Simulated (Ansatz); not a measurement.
## Fields on a plane of ZnS (zinc blende)

```
ZnS
1.0
    0.00000     2.69456     2.69456
    2.69456     0.00000     2.69456
    2.69456     2.69456     0.00000
S Zn
1 1
Direct
  0.75000   0.75000   0.75000
  0.00000   0.00000   0.00000
```

The slice is a {100} plane (indices of the conventional cell) through the point (0.750, 0.750, 0.750) (fractional), spanned by u = [100] and v = [0 1 -1] in vectors of this cell: u (3.81 Å) and v (3.81 Å, at 90° to u). It covers one period; positions are fractions (u, v).

Atoms on it: S at (0.00, 0.00).

Calculation: r2SCAN (plane waves to 500 eV, PAW, scalar-relativistic; Ansatz, an electronic-structure program). k mesh 11×11×11. Near the nuclei the fields are pseudised (PAW); where an atom keeps semicore shells as valence, they peak there. ZnS was relaxed with its symmetry unable to fall.

```tsv
v \ u	0.00	0.12	0.25	0.38	0.50	0.62	0.75	0.88
0.88	0.159	0.133	0.044	0.037	0.047	0.037	0.044	0.133
0.75	0.059	0.044	0.032	0.041	0.048	0.041	0.032	0.044
0.62	0.035	0.037	0.041	0.047	0.051	0.047	0.041	0.037
0.50	0.046	0.047	0.048	0.051	0.052	0.051	0.048	0.047
0.38	0.035	0.037	0.041	0.047	0.051	0.047	0.041	0.037
0.25	0.059	0.044	0.032	0.041	0.048	0.041	0.032	0.044
0.12	0.159	0.133	0.044	0.037	0.047	0.037	0.044	0.133
0.00	0.063	0.159	0.059	0.035	0.046	0.035	0.059	0.159
```

Values: density of the lowest conduction band (whole band as if filled, smooth part) in e/Å³. 

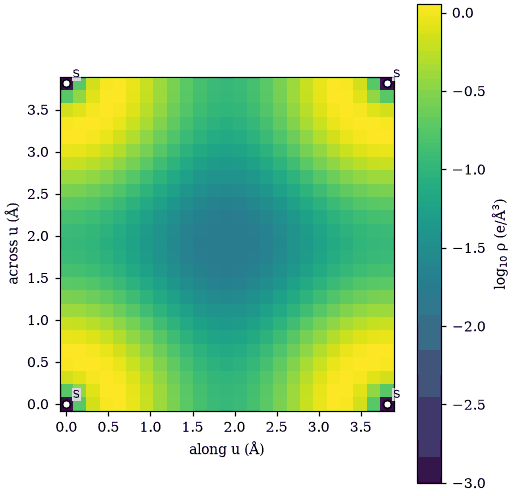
Figure. Log₁₀ of the valence density in e/Å³, one period of the plane, atoms marked. The scale is logarithmic, as a density can span decades between atoms and voids; values under 0.001 e/Å³ are set to 0.001.
